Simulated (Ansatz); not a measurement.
**B₂SiH₆O: geometry relaxation**

B₂SiH₆O, SMILES BO[SiH2]B, computed with RKS PBE0-D4/def2-TZVP (Ansatz 0.2.0).

The geometry: PBE-D4/def2-SVP start. Figures and captions count atoms from 1; the log counts them from 0 in places.

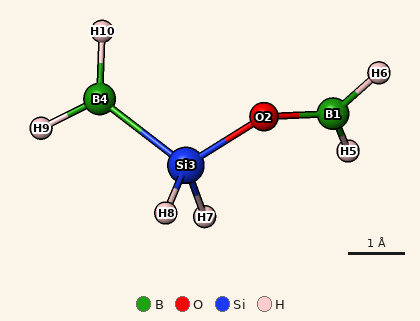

*The structure as given in the input (ball-and-stick view, seen on its broad side; atoms are numbered from 1 in the order of the input).*

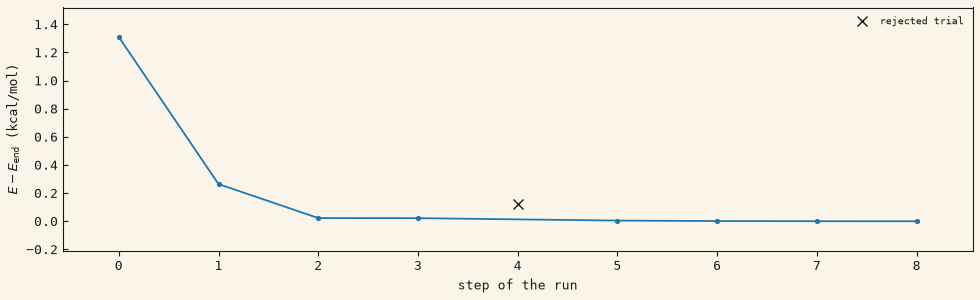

*Progress of the relaxation, step by step (the first geometry is step 0 here and step 1 in the log).*

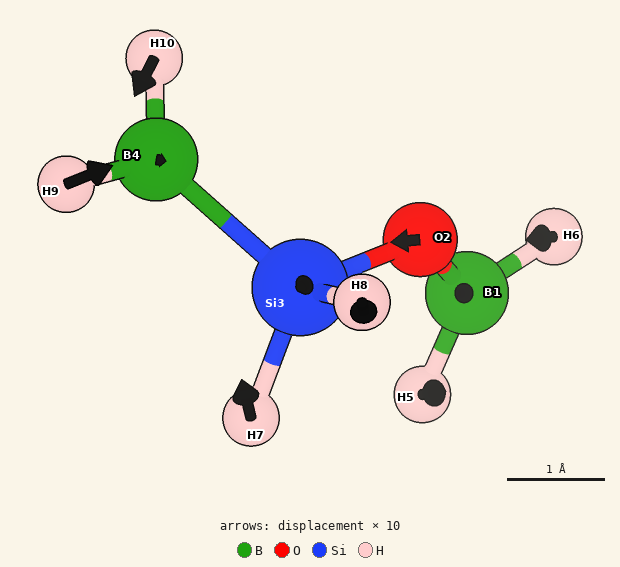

*The starting structure with the displacements as black arrows, magnified 10 times (ball-and-stick view, seen at a tilt). The two geometries are laid on each other by the best rigid fit.*

Over 8 geometry steps the energy falls by 1.31 kcal/mol. Largest force component: 0.73 eV/Å at the start, 0.0017 eV/Å at the end. The line search rejected the trial step at point 4 (counted from 0) and went back. The atom that moves furthest after the best rigid fit is H9 (0.058 Å). By element the largest moves are H 0.058 Å, O 0.032 Å, Si 0.023 Å, B 0.023 Å. Among the contacts that change: O2–Si3 1.711 → 1.666 Å, B1–H5 1.226 → 1.205 Å, B1–H6 1.220 → 1.199 Å, B4–H10 1.215 → 1.194 Å. (Atoms are counted from 1 in the order of the input.)

The input that produced these results follows, with the program's output.

The input
```yaml
crystal:
  periodic: [false, false, false]
  atoms:
    - {symbol: B, position_ang: [-1.578963, 1.350639, 0.657407]}
    - {symbol: O, position_ang: [-0.295495, 1.057317, 0.338511]}
    - {symbol: Si, position_ang: [0.371309, -0.120305, -0.708793]}
    - {symbol: B, position_ang: [1.556597, -1.426812, 0.244043]}
    - {symbol: H, position_ang: [-2.503312, 0.723894, 0.150989]}
    - {symbol: H, position_ang: [-1.771929, 2.250636, 1.458547]}
    - {symbol: H, position_ang: [-0.750195, -0.832156, -1.431431]}
    - {symbol: H, position_ang: [1.183010, 0.636917, -1.729437]}
    - {symbol: H, position_ang: [2.086324, -2.304026, -0.413251]}
    - {symbol: H, position_ang: [1.785755, -1.387304, 1.436315]}
basis:
  gaussian: {orbitals: def2-TZVP}
hamiltonian: {xc: pbe0, dispersion: d4}
relax: {f_tol: 0.005, max_steps: 150}
```

Command:
```bash
ansatz run in.yaml --threads 2 --pin off --events-out ev --progress --plain --max-ram 4352MiB
```

What the program printed
```
Functional definition: PBE0
  name "PBE0"
  cite "Adamo & Barone, J. Chem. Phys. 110, 6158 (1999) doi:10.1063/1.478522"
  cite "Perdew, Burke & Ernzerhof, Phys. Rev. Lett. 77, 3865 (1996) doi:10.1103/PhysRevLett.77.3865"
  parent pbe
  parameter a = 0.25
  parameter kappa = 0.804
  parameter beta = 0.06672455060314922
  exchange = (1 - a)*pbe_x(kappa = kappa, mu = beta*pi^2/3) + a*exact_x
  correlation = pbe_c(beta = beta)
1021 factors; their error is unknown
mean field evaluation 1: about -11365.0960 eV, gradient 4.9e1 eV
mean field evaluation 2: about -11356.6184 eV, gradient 8.4e1 eV
mean field evaluation 4: about -11369.2954 eV, gradient 2.4e0 eV
mean field evaluation 8: about -11369.3428 eV, gradient 2.6e-2 eV
mean field -11369.34281139 eV, -417.8156419012 hartree, gradient 1.7e-5 eV, S^2 0.000000; 0 other end points of the search recorded, 0 dependent functions left out
the calculation of the forces begins
reference -11369.34285036 eV, -417.8156433334 hartree; 19, 19 occupied and 147, 147 virtual orbitals, 1021 factors
relax step   1: F+E_penalty+E_count = -11369.48385348 eV  Δ(F+E_penalty+E_count) = +0.000e0 eV  max|allowed force component| = 7.338e-1 eV/Å  Δτ_max = 0.0000 Å  (26 SCF iters, accepted)
these checks for a lower state are left out or cut short: starts, cluster_reference, orbital_swaps, neighbouring_geometries, increment
1021 factors; their error is unknown
mean field evaluation 16: about -11369.3504 eV, gradient 1.6e0 eV
mean field -11369.38751171 eV, -417.8172846077 hartree, gradient 1.4e-5 eV, S^2 0.000000; 0 other end points of the search recorded, 0 dependent functions left out
the calculation of the forces begins
reference -11369.38755051 eV, -417.8172860335 hartree; 19, 19 occupied and 147, 147 virtual orbitals, 1021 factors
relax step   2: F+E_penalty+E_count = -11369.52920127 eV  Δ(F+E_penalty+E_count) = -4.535e-2 eV  max|allowed force component| = 4.671e-1 eV/Å  Δτ_max = 0.0310 Å  (31 SCF iters, accepted)
these checks for a lower state are left out or cut short: starts, cluster_reference, orbital_swaps, neighbouring_geometries, increment
1021 factors; their error is unknown
mean field -11369.39752937 eV, -417.8176527500 hartree, gradient 1.4e-5 eV, S^2 0.000000; 0 other end points of the search recorded, 0 dependent functions left out
the calculation of the forces begins
reference -11369.39756806 eV, -417.8176541716 hartree; 19, 19 occupied and 147, 147 virtual orbitals, 1021 factors
relax step   3: F+E_penalty+E_count = -11369.53968954 eV  Δ(F+E_penalty+E_count) = -1.049e-2 eV  max|allowed force component| = 8.864e-2 eV/Å  Δτ_max = 0.0186 Å  (31 SCF iters, accepted)
these checks for a lower state are left out or cut short: starts, cluster_reference, orbital_swaps, neighbouring_geometries, increment
1021 factors; their error is unknown
mean field evaluation 32: about -11369.3976 eV, gradient 1.9e-1 eV
mean field -11369.39766291 eV, -417.8176576575 hartree, gradient 1.4e-5 eV, S^2 0.000000; 0 other end points of the search recorded, 0 dependent functions left out
the calculation of the forces begins
reference -11369.39770159 eV, -417.8176590789 hartree; 19, 19 occupied and 147, 147 virtual orbitals, 1021 factors
relax step   4: F+E_penalty+E_count = -11369.53971896 eV  Δ(F+E_penalty+E_count) = -2.942e-5 eV  max|allowed force component| = 1.379e-1 eV/Å  Δτ_max = 0.0251 Å  (31 SCF iters, accepted)
these checks for a lower state are left out or cut short: starts, cluster_reference, orbital_swaps, neighbouring_geometries, increment
1021 factors; their error is unknown
mean field -11369.39320900 eV, -417.8174939792 hartree, gradient 1.4e-5 eV, S^2 0.000000; 0 other end points of the search recorded, 0 dependent functions left out
the calculation of the forces begins
reference -11369.39324770 eV, -417.8174954015 hartree; 19, 19 occupied and 147, 147 virtual orbitals, 1021 factors
relax step   5: F+E_penalty+E_count = -11369.53531819 eV  Δ(F+E_penalty+E_count) = +4.401e-3 eV  max|allowed force component| = 2.672e-1 eV/Å  Δτ_max = 0.0247 Å  (31 SCF iters, rejected (line search))
these checks for a lower state are left out or cut short: starts, cluster_reference, orbital_swaps, neighbouring_geometries, increment
1021 factors; their error is unknown
mean field -11369.39844163 eV, -417.8176862749 hartree, gradient 1.3e-5 eV, S^2 0.000000; 0 other end points of the search recorded, 0 dependent functions left out
the calculation of the forces begins
reference -11369.39848034 eV, -417.8176876973 hartree; 19, 19 occupied and 147, 147 virtual orbitals, 1021 factors
relax step   6: F+E_penalty+E_count = -11369.54046952 eV  Δ(F+E_penalty+E_count) = -7.506e-4 eV  max|allowed force component| = 2.647e-2 eV/Å  Δτ_max = 0.0123 Å  (30 SCF iters, accepted)
these checks for a lower state are left out or cut short: starts, cluster_reference, orbital_swaps, neighbouring_geometries, increment
1021 factors; their error is unknown
mean field -11369.39864145 eV, -417.8176936183 hartree, gradient 1.4e-5 eV, S^2 0.000000; 0 other end points of the search recorded, 0 dependent functions left out
the calculation of the forces begins
reference -11369.39868017 eV, -417.8176950409 hartree; 19, 19 occupied and 147, 147 virtual orbitals, 1021 factors
relax step   7: F+E_penalty+E_count = -11369.54060538 eV  Δ(F+E_penalty+E_count) = -1.359e-4 eV  max|allowed force component| = 2.863e-2 eV/Å  Δτ_max = 0.0373 Å  (31 SCF iters, accepted)
these checks for a lower state are left out or cut short: starts, cluster_reference, orbital_swaps, neighbouring_geometries, increment
1021 factors; their error is unknown
mean field -11369.39870901 eV, -417.8176961010 hartree, gradient 1.4e-5 eV, S^2 0.000000; 0 other end points of the search recorded, 0 dependent functions left out
the calculation of the forces begins
reference -11369.39874773 eV, -417.8176975237 hartree; 19, 19 occupied and 147, 147 virtual orbitals, 1021 factors
relax step   8: F+E_penalty+E_count = -11369.54065657 eV  Δ(F+E_penalty+E_count) = -5.120e-5 eV  max|allowed force component| = 5.553e-3 eV/Å  Δτ_max = 0.0043 Å  (24 SCF iters, accepted)
these checks for a lower state are left out or cut short: starts, cluster_reference, orbital_swaps, neighbouring_geometries, increment
1021 factors; their error is unknown
mean field evaluation 64: about -11369.3679 eV, gradient 2.3e-1 eV
mean field -11369.39873031 eV, -417.8176968838 hartree, gradient 2.3e-5 eV, S^2 0.000000; 0 other end points of the search recorded, 0 dependent functions left out
the calculation of the forces begins
reference -11369.39876903 eV, -417.8176983064 hartree; 19, 19 occupied and 147, 147 virtual orbitals, 1021 factors
relax step   9: F+E_penalty+E_count = -11369.54066910 eV  Δ(F+E_penalty+E_count) = -1.252e-5 eV  max|allowed force component| = 1.683e-3 eV/Å  Δτ_max = 0.0046 Å  (23 SCF iters, accepted)
1021 factors; their error is unknown
mean field -11369.39873031 eV, -417.8176968838 hartree, gradient 2.8e-5 eV, S^2 0.000000; 1 other end points of the search recorded, 0 dependent functions left out
the calculation of the forces begins
reference -11369.39876903 eV, -417.8176983064 hartree; 19, 19 occupied and 147, 147 virtual orbitals, 1021 factors
Total energy: -11369.54070781 eV, -417.8229144604 hartree
Atom 0 at    -1.561873     1.345189     0.643219 Å, force     0.000545    -0.000192    -0.000372 eV/Å
Atom 1 at    -0.292293     1.025740     0.336885 Å, force    -0.000759    -0.000036     0.000096 eV/Å
Atom 2 at     0.359637    -0.110691    -0.691494 Å, force    -0.001251     0.000869    -0.001210 eV/Å
Atom 3 at     1.554565    -1.416177     0.241549 Å, force     0.000867    -0.001291    -0.000010 eV/Å
Atom 4 at    -2.475148     0.753147     0.126303 Å, force     0.000732    -0.000453    -0.000265 eV/Å
Atom 5 at    -1.748443     2.223870     1.437776 Å, force    -0.000659     0.001683     0.001323 eV/Å
Atom 6 at    -0.747171    -0.840530    -1.378568 Å, force     0.000624    -0.000485    -0.000048 eV/Å
Atom 7 at     1.139163     0.634032    -1.719271 Å, force    -0.000039    -0.000408     0.000460 eV/Å
Atom 8 at     2.108018    -2.250591    -0.413916 Å, force     0.000169     0.000285     0.000209 eV/Å
Atom 9 at     1.746647    -1.415189     1.420418 Å, force    -0.000229     0.000030    -0.000184 eV/Å
Dipole moment:     0.132373    -0.199331    -0.087333 e Å
```

Trajectory as extended XYZ (Å, eV, eV/Å), 9 frames, from step=1 to step=9
```
10
Properties=species:S:1:pos:R:3:forces:R:3 step=1 energy=-11369.48385
B    -1.5790    1.3506    0.6574    0.1140  -0.0290  -0.0425
O    -0.2955    1.0573    0.3385   -0.0423  -0.6457  -0.5246
Si    0.3713   -0.1203   -0.7088   -0.4995   0.7338   0.2977
B     1.5566   -1.4268    0.2440    0.2333  -0.2558   0.1684
H    -2.5033    0.7239    0.1510    0.3506   0.2348   0.1922
H    -1.7719    2.2506    1.4585    0.0530  -0.3469  -0.3068
H    -0.7502   -0.8322   -1.4314    0.2465   0.1616   0.1954
H     1.1830    0.6369   -1.7294   -0.1677  -0.1622   0.2256
H     2.0863   -2.3040   -0.4133   -0.1972   0.3345   0.2639
H     1.7858   -1.3873    1.4363   -0.0908  -0.0250  -0.4693
10
Properties=species:S:1:pos:R:3:forces:R:3 step=2 energy=-11369.52920
B    -1.5656    1.3400    0.6491    0.0445  -0.0026   0.0139
O    -0.2884    1.0478    0.3361    0.0981  -0.4189  -0.3756
Si    0.3653   -0.1136   -0.7069   -0.2640   0.4671   0.3513
B     1.5475   -1.4190    0.2429    0.0804  -0.0924   0.0293
H    -2.4769    0.7193    0.1484    0.1037   0.0665   0.0441
H    -1.7622    2.2272    1.4408    0.0061  -0.0950  -0.0895
H    -0.7516   -0.8202   -1.4081    0.0605   0.0373   0.0376
H     1.1703    0.6364   -1.7167   -0.0454  -0.0492   0.0376
H     2.0733   -2.2856   -0.4036   -0.0525   0.0907   0.0755
H     1.7715   -1.3834    1.4207   -0.0315  -0.0036  -0.1242
10
Properties=species:S:1:pos:R:3:forces:R:3 step=3 energy=-11369.53969
B    -1.5562    1.3297    0.6473   -0.0331   0.0886  -0.0144
O    -0.2825    1.0421    0.3306    0.0269  -0.0796  -0.0289
Si    0.3611   -0.1041   -0.6967    0.0070   0.0607   0.0336
B     1.5448   -1.4153    0.2421   -0.0098  -0.0066  -0.0100
H    -2.4609    0.7157    0.1417    0.0014  -0.0249   0.0089
H    -1.7571    2.2160    1.4297   -0.0043  -0.0112   0.0214
H    -0.7529   -0.8097   -1.3928   -0.0136  -0.0228  -0.0070
H     1.1567    0.6361   -1.7144    0.0138  -0.0008  -0.0174
H     2.0691   -2.2778   -0.4000    0.0061  -0.0007  -0.0067
H     1.7611   -1.3840    1.4155    0.0055  -0.0029   0.0204
10
Properties=species:S:1:pos:R:3:forces:R:3 step=4 energy=-11369.53972
B    -1.5574    1.3349    0.6501   -0.1105   0.0234  -0.0466
O    -0.2903    1.0378    0.3229    0.1379  -0.0520  -0.0195
Si    0.3611   -0.1073   -0.6996   -0.0245   0.0594   0.0423
B     1.5471   -1.4141    0.2416   -0.0352  -0.0106  -0.0086
H    -2.4673    0.7217    0.1515   -0.0054  -0.0096   0.0154
H    -1.7519    2.2210    1.4330    0.0108   0.0104   0.0314
H    -0.7525   -0.8133   -1.3954   -0.0086  -0.0396  -0.0163
H     1.1601    0.6271   -1.7175    0.0093   0.0239  -0.0212
H     2.0898   -2.2637   -0.4013    0.0112  -0.0085  -0.0187
H     1.7443   -1.3955    1.4177    0.0150   0.0032   0.0418
10
Properties=species:S:1:pos:R:3:forces:R:3 step=5 energy=-11369.53532 accepted=F
B    -1.5573    1.3488    0.6297   -0.0158  -0.1912   0.2672
O    -0.2854    1.0417    0.3219   -0.0168   0.0885  -0.0347
Si    0.3600   -0.1040   -0.6971    0.0198  -0.0485  -0.0360
B     1.5374   -1.4191    0.2451    0.0613   0.0699  -0.0086
H    -2.4637    0.7151    0.1517   -0.0078   0.0716  -0.0903
H    -1.7513    2.2071    1.4449   -0.0010   0.0761  -0.0866
H    -0.7505   -0.8167   -1.3931   -0.0122  -0.0088  -0.0114
H     1.1586    0.6309   -1.7169    0.0123  -0.0058  -0.0082
H     2.0821   -2.2644   -0.4023   -0.0171  -0.0294  -0.0066
H     1.7532   -1.3905    1.4191   -0.0227  -0.0223   0.0152
10
Properties=species:S:1:pos:R:3:forces:R:3 step=6 energy=-11369.54047
B    -1.5593    1.3376    0.6480   -0.0265   0.0175   0.0009
O    -0.2905    1.0333    0.3257    0.0212  -0.0041  -0.0078
Si    0.3611   -0.1069   -0.6994    0.0022   0.0045   0.0138
B     1.5468   -1.4145    0.2423   -0.0101   0.0012  -0.0058
H    -2.4722    0.7289    0.1505    0.0002  -0.0079  -0.0041
H    -1.7490    2.2221    1.4358    0.0104  -0.0039   0.0017
H    -0.7466   -0.8240   -1.3964   -0.0038  -0.0101  -0.0035
H     1.1576    0.6306   -1.7190   -0.0031   0.0118  -0.0046
H     2.0910   -2.2613   -0.4043    0.0041  -0.0040  -0.0018
H     1.7443   -1.3970    1.4197    0.0055  -0.0049   0.0114
10
Properties=species:S:1:pos:R:3:forces:R:3 step=7 energy=-11369.54061
B    -1.5608    1.3443    0.6426   -0.0244   0.0147   0.0076
O    -0.2907    1.0280    0.3375    0.0286  -0.0065  -0.0002
Si    0.3609   -0.1096   -0.6904   -0.0113   0.0128  -0.0020
B     1.5548   -1.4160    0.2418    0.0012  -0.0043  -0.0023
H    -2.4716    0.7525    0.1217   -0.0073  -0.0069  -0.0030
H    -1.7528    2.2203    1.4394    0.0092  -0.0032  -0.0034
H    -0.7484   -0.8370   -1.3750   -0.0031  -0.0096  -0.0043
H     1.1386    0.6332   -1.7209    0.0044   0.0017   0.0026
H     2.1025   -2.2543   -0.4136    0.0013   0.0017   0.0009
H     1.7507   -1.4126    1.4198    0.0014  -0.0003   0.0040
10
Properties=species:S:1:pos:R:3:forces:R:3 step=8 energy=-11369.54066
B    -1.5617    1.3451    0.6429   -0.0050   0.0006   0.0056
O    -0.2918    1.0268    0.3368    0.0011   0.0013   0.0004
Si    0.3597   -0.1100   -0.6914    0.0029  -0.0009   0.0000
B     1.5545   -1.4158    0.2414   -0.0018  -0.0034   0.0014
H    -2.4740    0.7529    0.1245   -0.0012  -0.0003  -0.0014
H    -1.7503    2.2220    1.4393    0.0040  -0.0011  -0.0041
H    -0.7473   -0.8403   -1.3777    0.0006   0.0020  -0.0014
H     1.1404    0.6338   -1.7190   -0.0027  -0.0004  -0.0004
H     2.1041   -2.2530   -0.4138    0.0013   0.0021   0.0009
H     1.7494   -1.4128    1.4199    0.0009   0.0000  -0.0009
10
Properties=species:S:1:pos:R:3:forces:R:3 step=9 energy=-11369.54067
B    -1.5619    1.3452    0.6432    0.0005  -0.0002  -0.0004
O    -0.2923    1.0257    0.3369   -0.0008   0.0000   0.0001
Si    0.3596   -0.1107   -0.6915   -0.0013   0.0009  -0.0012
B     1.5546   -1.4162    0.2415    0.0009  -0.0013   0.0000
H    -2.4751    0.7531    0.1263    0.0007  -0.0005  -0.0003
H    -1.7484    2.2239    1.4378   -0.0007   0.0017   0.0013
H    -0.7472   -0.8405   -1.3786    0.0006  -0.0005   0.0000
H     1.1392    0.6340   -1.7193    0.0000  -0.0004   0.0005
H     2.1080   -2.2506   -0.4139    0.0002   0.0003   0.0002
H     1.7466   -1.4152    1.4204   -0.0002   0.0000  -0.0002
```

Summary

```tsv
quantity	value
outcome	converged
total energy	−11369.5407 eV
mean-field energy	−11369.3988 eV
dispersion energy	−0.1419 eV
SCF solution under orbital rotations	stable
largest force (length of the vector) at the end	0.002 eV/Å
dipole moment	1.22 D
hardware	2 threads of Arm Neoverse V2, 108 GiB of memory available, shared host
wall time	32 s (CPU time 62 s)
peak memory	0.35 GiB
```
